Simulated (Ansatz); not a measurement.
Nb3Sn (A15, Cr3Si type)

```cif
data_Nb6Sn2
_chemical_formula_sum 'Nb6 Sn2'
_space_group_name_H-M_alt 'Pm-3n'
_space_group_IT_number 223
_space_group_name_Hall '-P 4n 2 3'
_cell_length_a 5.30438
_cell_length_b 5.30438
_cell_length_c 5.30438
_cell_angle_alpha 90.000
_cell_angle_beta 90.000
_cell_angle_gamma 90.000
loop_
_atom_site_label
_atom_site_type_symbol
_atom_site_symmetry_multiplicity
_atom_site_Wyckoff_symbol
_atom_site_fract_x
_atom_site_fract_y
_atom_site_fract_z
_atom_site_occupancy
Nb1 Nb 6 c 0.00000 0.50000 0.25000 1
Sn1 Sn 2 a 0.00000 0.00000 0.00000 1
```

Equation-of-state scan: isotropic scaling of the cell above, V₀ being its volume. Symmetry pins the atoms to their sites.

Calculation: r2SCAN (plane waves to 500 eV, PAW, scalar-relativistic; Ansatz, a program for electronic structure). k mesh 9×9×9 (Γ-centred), Fermi-Dirac smearing 0.05 eV. The energy includes the smearing's −TS. Nb3Sn is run without spin polarisation. Nb3Sn was relaxed with its symmetry unable to fall. ΔE is measured from the relaxed starting cell.

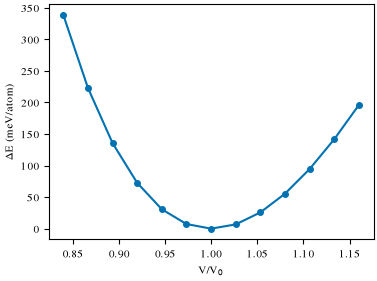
*ΔE (meV/atom) against V/V₀; markers are the computed points, lines only join them.*

**Question.** What is ΔE at V/V₀ = 1.160?

**Answer.** About 200 meV/atom.

**Question.** What is ΔE at V/V₀ = 0.840?

**Answer.** About 340 meV/atom.

**Question.** What bulk modulus B₀ follows from a third-order Birch-Murnaghan fit?

**Answer.** About 170 GPa.

(Under strain, the slope of the energy per volume gives the stress and its curvature an elastic modulus.)
